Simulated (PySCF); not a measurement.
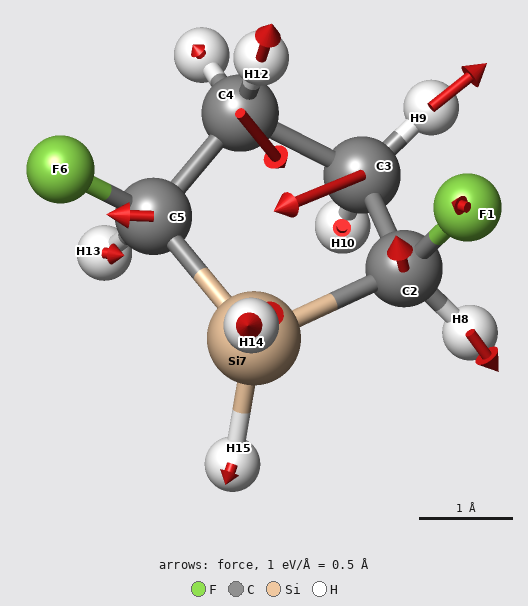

Starting geometry of C₄H₈F₂Si with the computed forces as red arrows. A ball-and-stick model, seen from a free direction.

The start comes from GFN2-xTB. Its atoms were then displaced at random by about 0.01 Å.

Theory: PBE0-D3(BJ)/def2-SVP geometry optimisation, gas phase in PySCF. 

What follows when this structure is relaxed?

Answer. It isn't relaxed: the largest force vector, on a C atom, is 2.70 eV/Å. The final displacements have little in common with the starting forces (cosine between the two patterns 0.19). Over 11 geometry steps the energy falls by 0.234 eV. The largest move after the best rigid fit is that of an F atom, 0.21 Å. By element the largest moves are F 0.21 Å, H 0.19 Å, C 0.07 Å, Si 0.07 Å. Some distances before and after: H–Si 1.429 → 1.488 Å, C–H 1.059 → 1.102 Å, C–C 1.571 → 1.529 Å, H–Si 1.470 → 1.495 Å. Bond angles that change, for instance: H–Si–H 115.5° → 110.7°, C–C–H 108.3° → 112.6°, Si–C–H 113.5° → 109.7°. Cost: 110 s on 1 thread of Arm Neoverse V1, on a shared host.
